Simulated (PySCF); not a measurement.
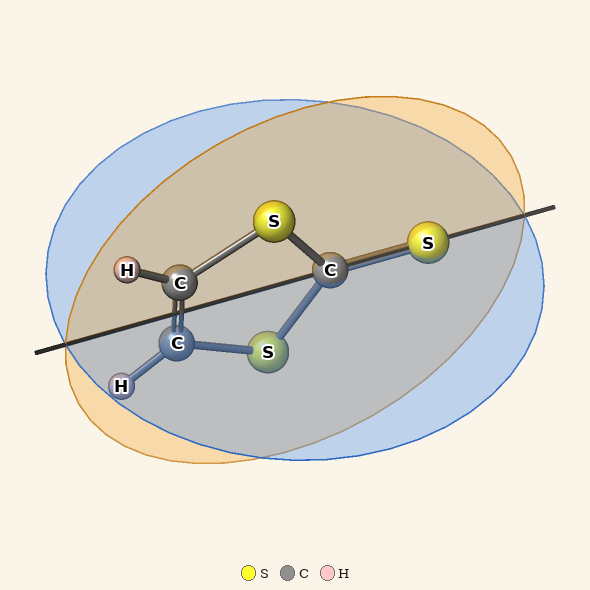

All proper rotation axes (lines) and mirror planes (discs) of the structure are drawn in. Distant atoms are faded towards the background colour. The computed structure is the end point of a PBE0-D3(BJ)/def2-SVP optimisation. No frequency run is at hand to confirm it as a minimum.

Q: What is the order of each axis, and which point group results?

A: It has 1 C2 axis and 2 mirror planes. Point group C2v. The group has 4 operations. The geometry is achiral, and symmetry allows a dipole moment.
